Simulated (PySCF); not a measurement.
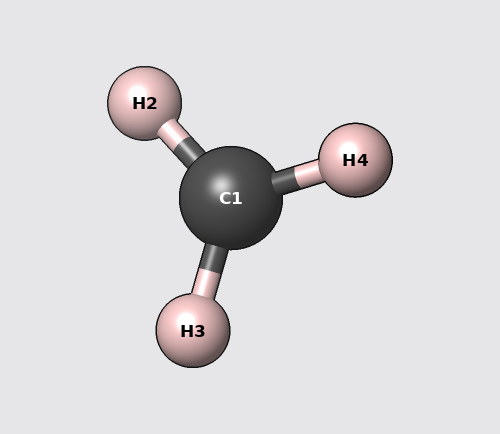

State: charge +1, singlet. The geometry was computed by an optimisation with PBE0-D3(BJ)/def2-SVP. No frequency run is at hand to confirm it as a minimum. Method: B3LYP/pcJ-1 indirect spin-spin coupling, non-relativistic, gas phase (PySCF 2.14.0). Isotopes: 13C, 1H.

Give the spin–spin coupling constants of these pairs, with the number of bonds between them: C1/H3, C1/H4, C1/H2, H3/H4.

| pair | bonds apart | J (Hz) |
| --- | --- | --- |
| C1, H3 | 1 | 190.6 |
| C1, H4 | 1 | 190.6 |
| C1, H2 | 1 | 190.6 |
| H3, H4 | 2 | 3.7 |
